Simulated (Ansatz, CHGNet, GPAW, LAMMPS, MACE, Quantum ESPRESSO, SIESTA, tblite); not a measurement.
**Other levels on glassy 61Al2O3-39P2O5 (mol %) (104 atoms)**

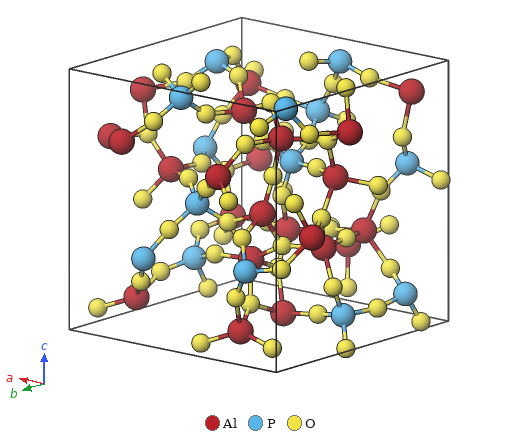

The cell (aluminium red, phosphorus blue, oxygen yellow). Some periodic images of atoms are drawn too.

Density of this cell: 2.69 g/cm³. The cell holds 104 atoms: 22 Al, 14 P and 68 O. Its edges and angles: a = 10.928 Å, b = 10.928 Å, c = 10.928 Å, α = 90.0°, β = 90.0°, γ = 90.0°. 104 atoms (22 Al, 14 P, 68 O) placed at random at 2.66 g/cm³, melted at 4000 K for 10 ps at fixed volume with the Morse and Coulomb pair potential with partial charges (Pedone, Malavasi, Menziani, Cormack and Segre, J. Phys. Chem. B 110, 11780 (2006)). Quenched from 4000 K to 300 K at 50 K/ps and fixed volume, held 10 ps at zero pressure.

Geometry: as built.

The reference, a calculation:

- method: Kohn-Sham DFT, PBE, PAW, plane waves (Ansatz 0.2.0); cutoff 420 eV, Γ point, fermi-dirac smearing of 0.05 eV; PAW set soft_2
- r.m.s. force component: 1.123 eV/Å
- longest force: 4.833 eV/Å
- pressure: 4.807 GPa
- gap (highest filled to lowest empty level): 3.341 eV
- SCF cycles: 9
- time: 18 s on 4 threads of Arm Neoverse V2, shared host
- CPU time: 67 s

Runs, in no order:
A. GPAW PBE, LCAO dzp, h 0.18 Å: Kohn-Sham DFT, PBE, PAW, atomic orbitals (dzp)
B. SIESTA PBE, SZ, shift 0.02 Ry, mesh 500 Ry: Kohn-Sham DFT, PBE, PseudoDojo 0.4.1 norm-conserving pseudopotentials (converted to PSML), numerical atomic orbitals (SZ), diagonalisation
C. SIESTA PBE, DZP, shift 0.01 Ry, mesh 500 Ry: Kohn-Sham DFT, PBE, PseudoDojo 0.4.1 norm-conserving pseudopotentials (converted to PSML), numerical atomic orbitals (DZP), diagonalisation
D. QE PBE, sssp-1.3.0-efficiency, 60/480 Ry: Kohn-Sham DFT, PBE, SSSP efficiency 1.3.0 pseudopotentials, plane waves

**Question.** Rank the runs by how far their forces lie from the reference's, least first.

D, C, A, B.

```tsv
run	Δ force, r.m.s. (meV/Å)	share of r.m.s. force (%)	CPU time
D. QE PBE, sssp-1.3.0-efficiency, 60/480 Ry	73.1	6.51	18 min
C. SIESTA PBE, DZP, shift 0.01 Ry, mesh 500 Ry	231	20.6	7.3 min
A. GPAW PBE, LCAO dzp, h 0.18 Å	452	40.2	3 min
B. SIESTA PBE, SZ, shift 0.02 Ry, mesh 500 Ry	2516	224	92 s
```

The network of bonds at the start is that of the classical potential that made the cell, and needn't be the one that DFT or experiment would give. The electronic-structure runs sample only Γ, in a cell whose shortest periodic width is 11 Å.

[Logs are printed without paths, hosts, clocks, repeated set-up lines and the standing remarks that a program may print on its own settings, such as how far it seeks lower states.]

[Hosts, paths, dates, database ids (printed as entryN), source tags and the programs' standing remarks are cut or masked in the printed files.]
